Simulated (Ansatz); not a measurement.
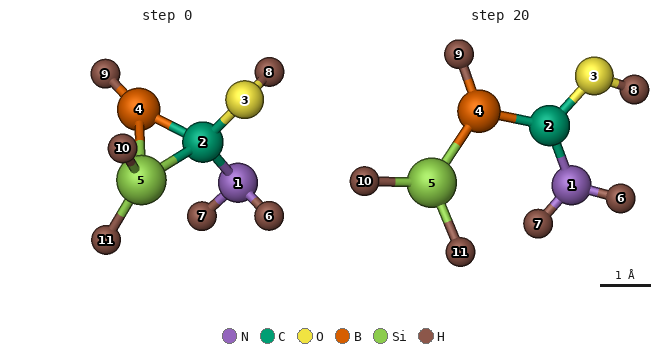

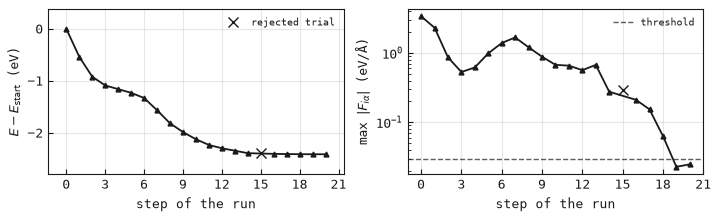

First and last geometry of a relaxation of CH6BNOSi (coarse preliminary run), with the history of the run. Style: ball-and-stick. Shown at a tilt.

The start comes from a force field.

Level of theory: RKS PBE-D4/def2-SVP (Ansatz 0.2.0).

Input
```yaml
crystal:
  periodic: [false, false, false]
  atoms:
    - {symbol: N, position_ang: [0.610500, -0.036900, 1.464200]}
    - {symbol: C, position_ang: [0.356700, -0.216700, 0.017900]}
    - {symbol: O, position_ang: [1.457500, -0.688700, -0.669900]}
    - {symbol: B, position_ang: [-0.921500, -0.900600, -0.388000]}
    - {symbol: Si, position_ang: [-0.549600, 1.035100, -0.877700]}
    - {symbol: H, position_ang: [1.301300, 0.755300, 1.558700]}
    - {symbol: H, position_ang: [-0.281100, 0.390700, 1.897800]}
    - {symbol: H, position_ang: [1.769800, -1.531000, -0.225500]}
    - {symbol: H, position_ang: [-1.710000, -1.831300, -0.359300]}
    - {symbol: H, position_ang: [-0.447300, 1.094500, -2.302500]}
    - {symbol: H, position_ang: [-1.520800, 1.872700, -0.095100]}
basis:
  gaussian: {orbitals: def2-SVP}
hamiltonian: {xc: pbe, dispersion: d4}
relax: {f_tol: 0.03, max_steps: 200}
```

Launched with:
```bash
ansatz run in.yaml --threads 4 --pin off --events-out ev --progress --plain --max-ram 10444MiB
```

> Did the run converge, and what did it change?

It converged. The largest move after the best rigid fit is that of H10, 2.07 Å. By element the largest moves are H 2.07 Å, O 1.21 Å, Si 0.87 Å, B 0.60 Å, C 0.55 Å, N 0.21 Å. Some distances before and after: O3–Si5 2.654 → 4.115 Å, C2–Si5 1.786 → 2.912 Å, B4–Si5 2.031 → 1.878 Å, N1–C2 1.479 → 1.363 Å. Bonds break: C2–Si5 (1.79 → 2.91 Å). Among the angles between lasting bonds that change: C2–B4–Si5 58.4° → 117.0°, C2–B4–H9 152.7° → 119.5°, Si5–B4–H9 148.3° → 123.1°. Over 19 accepted moves (20 points after the start) the energy falls by 2.412 eV. Largest force component: 3.4 eV/Å at the start, 0.025 eV/Å at the end. The line search rejected the trial step at point 15 of the run. Cost: 24 s on 4 threads of Arm Neoverse V2 (shared host).
